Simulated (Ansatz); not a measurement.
# Si: a line through a two-coordinate scan, part 1 of 2

How does the energy of Si (Cmcm, No. 63; 12 atoms in the cell) vary with equal normal strain along x and y, at engineering shear strain xy = 0.0 %?

Program: Ansatz 0.2.0. Level of theory: DFT LDA, scalar-relativistic, plane waves, PAW. These are calculated values, not measurements.

2 further runs of the same task are left out: 2 set aside as unsound or not needed.

**1. The structure to begin with**

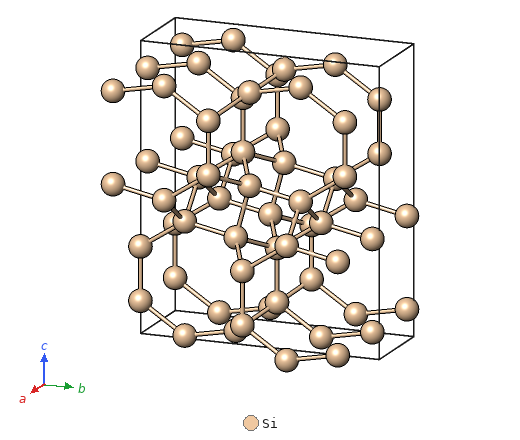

Start, viewed slightly off an axis; silicon light orange. 2×1×1 cells are drawn. The cell drawn here is the conventional one.

Structure file:

```cif
data_structure
_symmetry_space_group_name_H-M 'P 1'
_symmetry_Int_Tables_number 1
_cell_length_a 5.6496
_cell_length_b 5.6496
_cell_length_c 12.5702
_cell_angle_alpha 90.000
_cell_angle_beta 90.000
_cell_angle_gamma 140.703
_cell_volume 254.10
loop_
_atom_site_label
_atom_site_type_symbol
_atom_site_fract_x
_atom_site_fract_y
_atom_site_fract_z
_atom_site_occupancy
Si1 Si 0.75707 0.24293 0.94498 1
Si2 Si 0.24293 0.75707 0.05502 1
Si3 Si 0.75707 0.24293 0.55502 1
Si4 Si 0.24293 0.75707 0.44498 1
Si5 Si 0.42870 0.57130 0.15723 1
Si6 Si 0.57130 0.42870 0.84277 1
Si7 Si 0.42870 0.57130 0.34277 1
Si8 Si 0.57130 0.42870 0.65723 1
Si9 Si 0.97110 0.02890 0.90927 1
Si10 Si 0.02890 0.97110 0.09073 1
Si11 Si 0.97110 0.02890 0.59073 1
Si12 Si 0.02890 0.97110 0.40927 1
```

It goes back to an entry of the Materials Project, which need not be the stable form.

It is the result of an earlier relaxation at this level (volume 21.18 Å³/atom; gap on the mesh: 0.38 eV).

**2. What is varied**

The energy is mapped over two homogeneous strains (x along [1 0 0], y along [0 1 0], z along [0 0 1] of the conventional cell).

First coordinate, engineering shear strain xy: 9 values from −30.0 %. Second coordinate, equal normal strain along x and y: 9 values from −15.00 %.

Nothing else is relaxed (fractional coordinates fixed). Energies count from the relaxed crystal. Points are written as (first, second).

**3. Point (0.0 %, −15.00 %)**

input.yaml reads:

```yaml
crystal:
  lattice:
    - [1.6147169115, -4.5225048409, 0.0]
    - [1.6147169115, 4.5225048409, 0.0]
    - [0.0, 0.0, 12.5702440454]
  atoms:
    - { symbol: Si, position: [0.7570666288, 0.2429333712, 0.9449750226] }
    - { symbol: Si, position: [0.2429333712, 0.7570666288, 0.0550249774] }
    - { symbol: Si, position: [0.7570666288, 0.2429333712, 0.5550249774] }
    - { symbol: Si, position: [0.2429333712, 0.7570666288, 0.4449750226] }
    - { symbol: Si, position: [0.4287015211, 0.5712984789, 0.1572276936] }
    - { symbol: Si, position: [0.5712984789, 0.4287015211, 0.8427723064] }
    - { symbol: Si, position: [0.4287015211, 0.5712984789, 0.3427723064] }
    - { symbol: Si, position: [0.5712984789, 0.4287015211, 0.6572276936] }
    - { symbol: Si, position: [0.9711041075, 0.0288958925, 0.9092746508] }
    - { symbol: Si, position: [0.0288958925, 0.9711041075, 0.0907253492] }
    - { symbol: Si, position: [0.9711041075, 0.0288958925, 0.5907253492] }
    - { symbol: Si, position: [0.0288958925, 0.9711041075, 0.4092746508] }
basis:
  ecutwfc: 420
kpoints:
  mp_grid: { grid: [10, 10, 4] }
hamiltonian:
  xc: lda
  pseudopotentials: { kind: paw, azcp: { folder: soft_1 } }
scf:
  occupations: { method: gaussian, width: 0.03 }
output:
  forces: true
  stress: true
  eigenvalues: true
```

Command:

```sh
> ansatz run input.yaml --threads 4 --pin off --max-ram 8192MiB --backend cpu --events-out ev --progress --plain --runs-dir out
```

The program printed, cut to the lines that bear on the results:

```text
Warning: <dir> the record states the generating functional pbe (its physics header spells it `PBE`), which answers neither for hamiltonian.xc's functional nor for the lda family's — results may be inconsistent (PPs are generated against a specific XC)
Warning: RAYON_NUM_THREADS=4 ignored (pool sized by the plan → 4); use --threads N
[...]
Pseudopotentials: kind: paw
Pseudopotential: Si, paw, valence charge 4, recommended cutoff 420 eV (normal), <dir>
Functional definition: SPW92
[...]
Crystal: 12 atoms, lattice volume = 183.590 Å³
Basis set: ecut = 420 eV, 3577 PW (Γ)
Bands: 36, of which v1, the nominal top of the filled ones, is band 24 counted from 1 (23 counted from 0)
Symmetry: 8 space group operations
Space group: Cmcm (ITA 63), of the structure as read, at distance tolerance 5.7e-5 Å
k-points: 93 of 400
[...]
SCF iter   1: F=—  HF=-7294.810978 eV  |F-HF|=—  |Δ(HF+E_count)|=         —  Δρ=7.22e-2  dr2=1.34e1  ethr=3.10e-3  ⟨swp⟩=9.0  Hψ=21264  notcnv=0  defer=10
[...]
SCF iter   8: F=-7290.031934 eV  HF=-7290.031934 eV  |F-HF|=1.52e-8  |Δ(HF+E_count)|=   7.52e-8  Δρ=5.06e-6  dr2=7.98e-8  ethr=2.08e-10  ⟨swp⟩=14.7  Hψ=25254  notcnv=0
[...]
SCF converged after 8 iterations
Free energy (F): -7290.031934 eV
[...]
E sigma→0 (E₀):  -7290.031283 eV
Entropy (-TS):   -0.001302 eV (-0.109 meV/atom)
Fermi energy:    9.456955 eV
[...]
--- Forces (eV/Å), atoms counted from 1 ---
  atom   1  Si     0.00000000     2.56273833    -0.59684046
  atom   2  Si     0.00000000    -2.56273833     0.59684046
  atom   3  Si     0.00000000     2.56273833     0.59684046
  atom   4  Si     0.00000000    -2.56273833    -0.59684046
  atom   5  Si     0.00000000     1.67873594     5.06379456
  atom   6  Si     0.00000000    -1.67873594    -5.06379456
  atom   7  Si     0.00000000     1.67873594    -5.06379456
  atom   8  Si    -0.00000000    -1.67873594     5.06379456
[...]
--- Stress (GPa, compression-positive) ---
       67.856342       0.000000       0.000000
        0.000000      79.457860       0.000000
        0.000000       0.000000      30.586681
  P = ⅓ Tr σ = 59.3003 GPa (593.003 kbar)
--- Band table (eV; the first three rows and the last of 93) ---
[...]
```

Run time: 8.8 s. Hardware: 4 threads of Arm Neoverse V2, shared host; peak memory 0.76 GiB.

Energy on the map's scale: 1049 meV/atom.

**4. Point (0.0 %, −11.25 %)**

input.yaml: that of step 3 with these lines changed.

```diff
@@ -2,4 +2,4 @@
   lattice:
-    - [1.6147169115, -4.5225048409, 0.0]
-    - [1.6147169115, 4.5225048409, 0.0]
+    - [1.6859544223, -4.7220271133, 0.0]
+    - [1.6859544223, 4.7220271133, 0.0]
     - [0.0, 0.0, 12.5702440454]
```

Command:

```sh
> ansatz run input.yaml --threads 4 --pin off --max-ram 8192MiB --backend cpu --events-out ev --progress --plain --runs-dir out
```

The program printed, cut to the lines that bear on the results:

```text
[...]
SCF converged after 8 iterations
Free energy (F): -7296.176246 eV
[...]
E sigma→0 (E₀):  -7296.176123 eV
Entropy (-TS):   -0.000246 eV (-0.020 meV/atom)
Fermi energy:    8.486556 eV
[...]
--- Forces (eV/Å), atoms counted from 1 ---
  atom   1  Si    -0.00000000     1.38069889    -0.39281631
  atom   2  Si    -0.00000000    -1.38069889     0.39281631
  atom   3  Si    -0.00000000     1.38069889     0.39281631
  atom   4  Si    -0.00000000    -1.38069889    -0.39281631
  atom   5  Si    -0.00000000     0.97321756     3.08718728
  atom   6  Si    -0.00000000    -0.97321756    -3.08718728
  atom   7  Si    -0.00000000     0.97321756    -3.08718728
  atom   8  Si    -0.00000000    -0.97321756     3.08718728
[...]
--- Stress (GPa, compression-positive) ---
       43.197809       0.000000       0.000000
        0.000000      49.811677       0.000000
        0.000000       0.000000      17.171957
  P = ⅓ Tr σ = 36.7271 GPa (367.271 kbar)
--- Band table (eV; the first three rows and the last of 93) ---
[...]
```

It took 8.6 s on 4 threads of Arm Neoverse V2, shared host; peak memory 0.8 GiB.

Energy on the map's scale: 537 meV/atom.

**5. The run at (0.0 %, −7.50 %)**

input.yaml: that of step 4 with these lines changed.

```diff
@@ -2,4 +2,4 @@
   lattice:
-    - [1.6859544223, -4.7220271133, 0.0]
-    - [1.6859544223, 4.7220271133, 0.0]
+    - [1.7571919331, -4.9215493857, 0.0]
+    - [1.7571919331, 4.9215493857, 0.0]
     - [0.0, 0.0, 12.5702440454]
```

Command:

```sh
> ansatz run input.yaml --threads 4 --pin off --max-ram 8192MiB --backend cpu --events-out ev --progress --plain --runs-dir out
```

The program printed, cut to the lines that bear on the results:

```text
[...]
SCF converged after 8 iterations
Free energy (F): -7300.016926 eV
[...]
E sigma→0 (E₀):  -7300.016786 eV
Entropy (-TS):   -0.000280 eV (-0.023 meV/atom)
Fermi energy:    7.583854 eV
[...]
--- Forces (eV/Å), atoms counted from 1 ---
  atom   1  Si    -0.00000000     0.65224501    -0.23079378
  atom   2  Si     0.00000000    -0.65224501     0.23079378
  atom   3  Si    -0.00000000     0.65224501     0.23079378
  atom   4  Si     0.00000000    -0.65224501    -0.23079378
  atom   5  Si    -0.00000000     0.50385933     1.67297781
  atom   6  Si     0.00000000    -0.50385933    -1.67297781
  atom   7  Si    -0.00000000     0.50385933    -1.67297781
  atom   8  Si     0.00000000    -0.50385933     1.67297781
[...]
--- Stress (GPa, compression-positive) ---
       24.336781      -0.000000       0.000000
       -0.000000      27.635591      -0.000000
        0.000000      -0.000000       8.607726
  P = ⅓ Tr σ = 20.1934 GPa (201.934 kbar)
--- Band table (eV; the first three rows and the last of 93) ---
[...]
```

Wall time 9.1 s (4 threads of Arm Neoverse V2, shared host); peak memory 0.83 GiB.

On the map this point reads 217 meV/atom.

**6. Grid point (0.0 %, −3.75 %)**

input.yaml: that of step 5 with these lines changed.

```diff
@@ -2,4 +2,4 @@
   lattice:
-    - [1.7571919331, -4.9215493857, 0.0]
-    - [1.7571919331, 4.9215493857, 0.0]
+    - [1.8284294439, -5.1210716581, 0.0]
+    - [1.8284294439, 5.1210716581, 0.0]
     - [0.0, 0.0, 12.5702440454]
```

Command:

```sh
> ansatz run input.yaml --threads 4 --pin off --max-ram 8192MiB --backend cpu --events-out ev --progress --plain --runs-dir out
```

The program printed, cut to the lines that bear on the results:

```text
[...]
SCF converged after 8 iterations
Free energy (F): -7302.031732 eV
[...]
E sigma→0 (E₀):  -7302.031732 eV
Fermi energy:    6.653511 eV
[...]
--- Forces (eV/Å), atoms counted from 1 ---
  atom   1  Si     0.00000000     0.22523802    -0.11214680
  atom   2  Si     0.00000000    -0.22523802     0.11214680
  atom   3  Si     0.00000000     0.22523802     0.11214680
  atom   4  Si     0.00000000    -0.22523802    -0.11214680
  atom   5  Si    -0.00000000     0.19529175     0.67920714
  atom   6  Si     0.00000000    -0.19529175    -0.67920714
  atom   7  Si    -0.00000000     0.19529175    -0.67920714
  atom   8  Si     0.00000000    -0.19529175     0.67920714
[...]
--- Stress (GPa, compression-positive) ---
       10.172879       0.000000       0.000000
        0.000000      11.457530       0.000000
        0.000000       0.000000       3.300535
  P = ⅓ Tr σ = 8.3103 GPa (83.103 kbar)
--- Band table (eV; the first three rows and the last of 93) ---
[...]
```

Wall time 9.6 s (4 threads of Arm Neoverse V2, shared host); peak memory 0.89 GiB.

That is 49 meV/atom from the zero.

**7. Grid point (0.0 %, 3.75 %)**

input.yaml: that of step 6 with these lines changed.

```diff
@@ -2,4 +2,4 @@
   lattice:
-    - [1.8284294439, -5.1210716581, 0.0]
-    - [1.8284294439, 5.1210716581, 0.0]
+    - [1.9709044655, -5.5201162029, 0.0]
+    - [1.9709044655, 5.5201162029, 0.0]
     - [0.0, 0.0, 12.5702440454]
@@ -31 +31,5 @@
   eigenvalues: true
+  write_density: true
+  write_potential: true
+  elf: true
+  volumetric_format: npy
```

Command:

```sh
> ansatz run input.yaml --threads 4 --pin off --max-ram 8192MiB --backend cpu --events-out ev --progress --plain --runs-dir out
```

The program printed, cut to the lines that bear on the results:

```text
Warning: <dir> the record states the generating functional pbe (its physics header spells it `PBE`), which answers neither for hamiltonian.xc's functional nor for the lda family's — results may be inconsistent (PPs are generated against a specific XC)
Warning: RAYON_NUM_THREADS=4 ignored (pool sized by the plan → 4); use --threads N
[...]
[... 3 set-up lines as earlier in the session ...]
[...]
Crystal: 12 atoms, lattice volume = 273.519 Å³
Basis set: ecut = 420 eV, 5351 PW (Γ)
Bands: 36, of which v1, the nominal top of the filled ones, is band 24 counted from 1 (23 counted from 0)
[... 1 set-up line as earlier in the session ...]
Space group: Cmcm (ITA 63), of the structure as read, at distance tolerance 6.5e-5 Å
k-points: 93 of 400
[...]
SCF iter   1: F=—  HF=-7303.724041 eV  |F-HF|=—  |Δ(HF+E_count)|=         —  Δρ=4.10e-2  dr2=5.25e0  ethr=3.10e-3  ⟨swp⟩=8.8  Hψ=20277  notcnv=0  defer=3
[...]
SCF iter   8: F=-7302.138222 eV  HF=-7302.138222 eV  |F-HF|=1.14e-9  |Δ(HF+E_count)|=   2.63e-7  Δρ=1.79e-6  dr2=1.56e-8  ethr=2.08e-10  ⟨swp⟩=20.2  Hψ=31344  notcnv=0
[...]
SCF converged after 8 iterations
Free energy (F): -7302.138222 eV
[...]
E sigma→0 (E₀):  -7302.138222 eV
Fermi energy:    4.868444 eV
[...]
--- Forces (eV/Å), atoms counted from 1 ---
  atom   1  Si     0.00000000    -0.08853711     0.11157756
  atom   2  Si    -0.00000000     0.08853711    -0.11157756
  atom   3  Si     0.00000000    -0.08853711    -0.11157756
  atom   4  Si    -0.00000000     0.08853711     0.11157756
  atom   5  Si     0.00000000    -0.11906321    -0.45044729
  atom   6  Si    -0.00000000     0.11906321     0.45044729
  atom   7  Si     0.00000000    -0.11906321     0.45044729
  atom   8  Si    -0.00000000     0.11906321    -0.45044729
[...]
--- Stress (GPa, compression-positive) ---
       -7.022657       0.000000       0.000000
        0.000000      -7.846059       0.000000
        0.000000       0.000000      -1.978971
  P = ⅓ Tr σ = -5.6159 GPa (-56.159 kbar)
--- Band table (eV; the first three rows and the last of 93) ---
[...]
```

Wall time 15 s (4 threads of Arm Neoverse V2, shared host); peak memory 0.97 GiB.

The maps below are laid out on this run's own conventional cell (a, b, c = 3.942, 11.040, 12.570 Å).

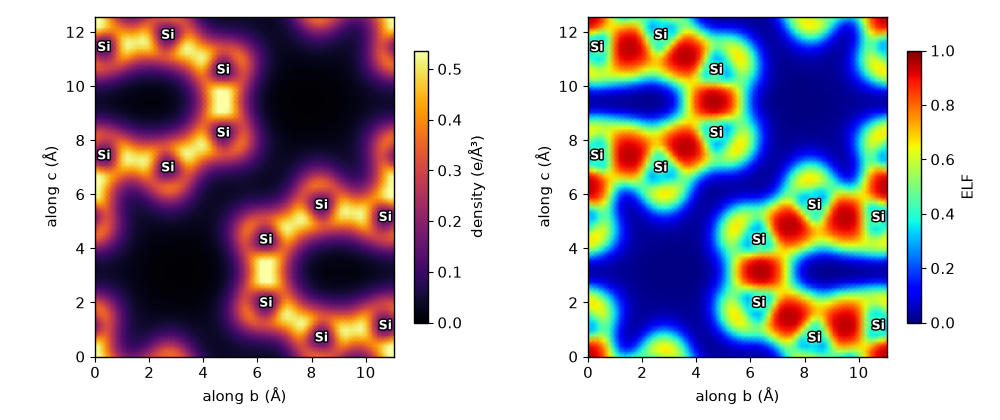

Density (left) and ELF (right) in a lattice plane of the grid's cell (edges 11.04 and 12.57 Å, at 0.000 of the third edge), which holds Si. Only atoms in the plane are labelled. Both are smooth fields of the valence electrons: close to the nuclei they are not physical.

The highest ELF values outside the cores: 0.95 on the Si–Si line, 1.2 Å from Si.

Energy on the map's scale: 40 meV/atom.

(Continued in part 2 of 2.)
